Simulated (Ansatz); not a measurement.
# One shape, several levels: GaH2Cl (SMILES [H][Ga]([H])[Cl])

Aim: a comparison of 4 runs (HF/STO-3G, B3LYP/6-31G*, PBE/6-31G**, CCSD(T)/def2-SVPD) of GaH2Cl. 

The calculation is run with Ansatz 0.2.0.

5 further runs of the same task are left out: 1 for a known fault of the program, 1 that didn't finish, 3 set aside as unsound or not needed.

## Step 1: The structure to begin with

The species is GaH2Cl (4 atoms), meant as a singlet with charge 0. SMILES: `[H][Ga]([H])[Cl]`. Geometry: a GFN2-xTB relaxation, a rough one for these elements and not checked as a minimum.

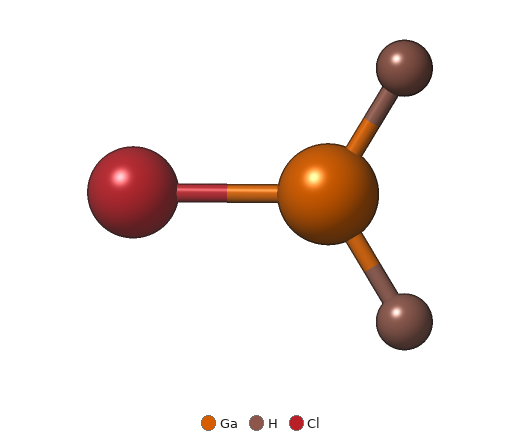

The structure, seen from a chosen angle (gallium orange, hydrogen brown, chlorine red).

## Step 2: Energy and gradient at HF/STO-3G (run 1)

job.yaml

```yaml
crystal:
  periodic: [false, false, false]
  atoms:
    - symbol: Ga
      position_ang: [0.057870, 0.096670, -0.000620]
    - symbol: H
      position_ang: [1.622030, 0.103190, 0.012100]
    - symbol: H
      position_ang: [-0.675260, 1.478330, -0.019590]
    - symbol: Cl
      position_ang: [-1.004640, -1.678190, 0.008110]
basis:
  gaussian:
    orbitals: STO-3G
hamiltonian:
  xc: hf
accuracy: high
output:
  forces: true
  orbitals: {seedname: orbitals}
```

On the command line:

```
$ ansatz run job.yaml --threads 1 --pin off --max-ram 3480MiB --events-out events.jsonl --progress --plain --runs-dir runs
```

Log:

```text
Warning: RAYON_NUM_THREADS=1 ignored (pool sized by the plan → 1); use --threads N
Functional definition: HF
  name "HF"
  exchange = exact_x
  correlation = 0
433 factors; integrals over basis functions are off by at most 4.9e-8 eV
mean field evaluation 1: about -64127.2148 eV, gradient 1.2e1 eV
mean field evaluation 2: about -64127.2383 eV, gradient 1.2e1 eV
mean field evaluation 4: about -64128.1669 eV, gradient 9.6e-1 eV
mean field evaluation 8: about -64128.1775 eV, gradient 1.2e-2 eV
mean field -64128.17752207 eV, -2356.6670562962 hartree, gradient 1.5e-8 eV, S^2 0.000000; 0 other end points of the search recorded, 0 dependent functions left out
the calculation of the forces begins
reference -64128.17752207 eV, -2356.6670562962 hartree; 25, 25 occupied and 4, 4 virtual orbitals, 433 factors
Total energy: -64128.17752207 eV, -2356.6670562962 hartree
Atom 0 at     0.057870     0.096670    -0.000620 Å, force     0.991458     1.656246    -0.006219 eV/Å
Atom 1 at     1.622030     0.103190     0.012100 Å, force    -2.768278    -0.217451    -0.020858 eV/Å
Atom 2 at    -0.675260     1.478330    -0.019590 Å, force     1.116030    -2.542624     0.032725 eV/Å
Atom 3 at    -1.004640    -1.678190     0.008110 Å, force     0.660790     1.103830    -0.005649 eV/Å
Dipole moment:     0.225534     0.376747    -0.001959 e Å
```

Wall time 1.1 s (1 thread of Intel Xeon at 2.70GHz, shared host).

## Step 3: Energy and gradient at B3LYP/6-31G(d) (spherical functions) (run 2)

in.yaml

```yaml
crystal:
  periodic: [false, false, false]
  atoms:
    - symbol: Ga
      position_ang: [0.057870, 0.096670, -0.000620]
    - symbol: H
      position_ang: [1.622030, 0.103190, 0.012100]
    - symbol: H
      position_ang: [-0.675260, 1.478330, -0.019590]
    - symbol: Cl
      position_ang: [-1.004640, -1.678190, 0.008110]
basis:
  gaussian: {orbitals: 6-31G_st_-spherical.json}
hamiltonian: {xc: {name: B3LYP}}
accuracy: high
output: {forces: true, orbitals: {seedname: orbitals}}
```

The basis set 6-31G* is read from a file made from the Basis Set Exchange's data (not shown).

On the command line:

```
$ ansatz run in.yaml --threads 1 --pin off --max-ram 3480MiB --events-out events.jsonl --progress --plain --runs-dir runs
```

Log, cut to the lines that bear on the results:

```text
Warning: RAYON_NUM_THREADS=1 ignored (pool sized by the plan → 1); use --threads N
Functional definition: B3LYP
  name "B3LYP"
[...]
1044 factors; integrals over basis functions are off by at most 4.0e-9 eV
[...]
mean field -64927.76267549 eV, -2386.0512687059 hartree, gradient 4.8e-8 eV, S^2 0.000000; 0 other end points of the search recorded, 0 dependent functions left out
[...]
reference -64927.76271204 eV, -2386.0512700493 hartree; 25, 25 occupied and 29, 29 virtual orbitals, 1044 factors
Total energy: -64927.76271204 eV, -2386.0512700493 hartree
Atom 0 at     0.057870     0.096670    -0.000620 Å, force     1.083516     1.810086    -0.007950 eV/Å
Atom 1 at     1.622030     0.103190     0.012100 Å, force     0.134358    -0.299515     0.003617 eV/Å
Atom 2 at    -0.675260     1.478330    -0.019590 Å, force    -0.327437    -0.023182    -0.002752 eV/Å
Atom 3 at    -1.004640    -1.678190     0.008110 Å, force    -0.890437    -1.487388     0.007085 eV/Å
Dipole moment:     0.133695     0.223332    -0.001211 e Å
```

It took 6.3 s on 1 thread of Intel Xeon at 2.70GHz, shared host.

Run 3 isn't shown in full; the table further down has it.

## Step 4: Energy and gradient at CCSD(T)/def2-SVPD (run 4)

molecule.yaml

```yaml
crystal:
  periodic: [false, false, false]
  atoms:
    - {symbol: Ga, position_ang: [0.057870, 0.096670, -0.000620]}
    - {symbol: H, position_ang: [1.622030, 0.103190, 0.012100]}
    - {symbol: H, position_ang: [-0.675260, 1.478330, -0.019590]}
    - {symbol: Cl, position_ang: [-1.004640, -1.678190, 0.008110]}
basis:
  gaussian: {orbitals: def2-SVPD}
correlation: {method: ccsd_t, frozen_orbitals: {Cl: 5, Ga: 9, H: 0}}
accuracy: high
scf: {omitted_lower_state_checks: [cluster_reference, increment]}
output: {forces: true, orbitals: {seedname: orbitals}}
```

On the command line:

```
$ ansatz run molecule.yaml --threads 1 --pin off --max-ram 3480MiB --events-out events.jsonl --progress --plain --runs-dir runs
```

Log, cut to the lines that bear on the results:

```text
Warning: RAYON_NUM_THREADS=1 ignored (pool sized by the plan → 1); use --threads N
Functional definition: HF
  name "HF"
[...]
1499 factors; integrals over basis functions are off by at most 4.2e-9 eV
[...]
mean field -64860.17568743 eV, -2383.5674927068 hartree, gradient 2.7e-8 eV, S^2 0.000000; 0 other end points of the search recorded, 0 dependent functions left out
14 core orbitals not correlated: weight in the atoms' cores, before any rotation towards them, 1.000 or more for the frozen orbitals, at most 0.000 for the correlated occupied ones
reference -64860.17568743 eV, -2383.5674927068 hartree; 11, 11 occupied and 56, 56 virtual orbitals, 1499 factors
second order -9.94068205 eV of doubles, -0.00000000 eV of singles
cycle   1  -9.91448725 eV  change    2.6e-2 eV  update   8.2e-2
[...]
cycle  19  -10.30445552 eV  change    1.6e-9 eV  update   1.7e-9
perturbative correction -0.30112395 eV, -0.0110661011 hartree
[...]
Total energy: -64870.78126689 eV, -2383.9572405636 hartree
Atom 0 at     0.057870     0.096670    -0.000620 Å, force     1.241401     2.073822    -0.009133 eV/Å
Atom 1 at     1.622030     0.103190     0.012100 Å, force    -0.049469    -0.261119     0.001729 eV/Å
Atom 2 at    -0.675260     1.478330    -0.019590 Å, force    -0.206758    -0.167064    -0.000440 eV/Å
Atom 3 at    -1.004640    -1.678190     0.008110 Å, force    -0.985175    -1.645639     0.007844 eV/Å
Dipole moment:     0.120698     0.201621    -0.001129 e Å
Checks for a lower state left out: cluster_reference, increment
```

Wall time 50 s (1 thread of Intel Xeon at 2.70GHz, shared host).

## Step 5: Overview of the runs

| run | level | frozen core orbitals | energy (Eh) | dipole moment (D) | HOMO energy (eV) | LUMO energy (eV) | wall time |
| --- | --- | --- | --- | --- | --- | --- | --- |
| 1 | HF/STO-3G | – | -2356.667056 | 2.11 | -8.45 | 4.09 | 1.1 s |
| 2 | B3LYP/6-31G* (spherical functions) | – | -2386.051270 | 1.25 | -8.13 | -1.98 | 6.3 s |
| 3 | PBE/6-31G** (spherical functions) | – | -2385.499028 | 1.17 | -7.06 | -2.52 | 5.1 s |
| 4 | CCSD(T)/def2-SVPD | 14 | -2383.957241 | 1.13 | -11.49 | 1.05 | 50 s |

## Step 6: Results

| quantity | value |
| --- | --- |
| run 4: total energy | -2383.95724 Eh |
| run 4: dipole moment (correlated density) | 1.13 D |
| run 4: HOMO energy (Hartree–Fock orbitals) | -11.49 eV |
| run 4: LUMO energy (Hartree–Fock orbitals) | 1.05 eV |
| run 4: HOMO–LUMO gap (Hartree–Fock orbitals) | 12.54 eV |
| run 4: correlation energy (14 core orbitals frozen) | -389.7 mEh |
| run 4: (T) correction | -11.07 mEh |
| run 4: T1 diagnostic | 0.011 |
| run 4: largest force on an atom | 2.417 eV/Å |

**Reading.** The dipole moment (its size) runs from 1.13 D (CCSD(T)/def2-SVPD) to 2.11 D (HF/STO-3G). The two ends differ in method and basis. Over runs 1, 2, 3 the HOMO–LUMO gap runs from 4.54 eV (PBE/6-31G**) to 12.54 eV (HF/STO-3G). Totals of different functionals can't be ranked against each other. In run 1 the basis is minimal, so the values are rough. All runs together took 63 s, the longest 50 s.
